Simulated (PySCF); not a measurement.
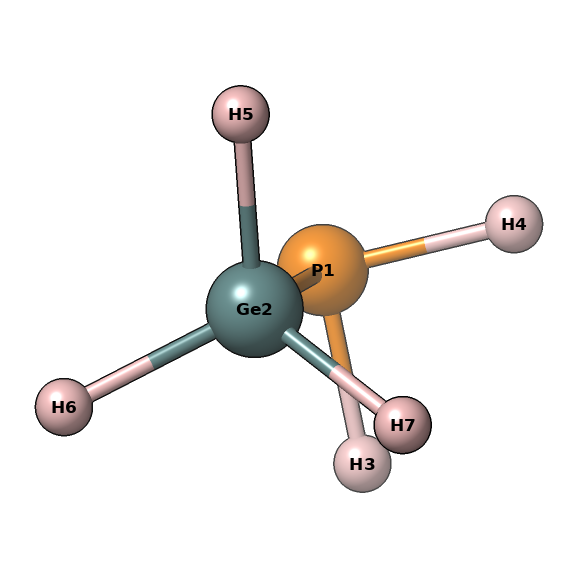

P1 lies behind Ge2. The molecule seen a little off the Ge2–P1 bond, Ge2 in front. Depth is shown by fading: the farther an atom, the more it takes the colour of the background. The geometry was computed by an optimisation with PBE0-D3(BJ)/def2-SVP. No frequency run is at hand to confirm it as a minimum.

> What is the torsion angle H5–Ge2–P1–H3? The sign is positive where the front bond must turn clockwise to cover the back bond.

169°, antiperiplanar (anti).
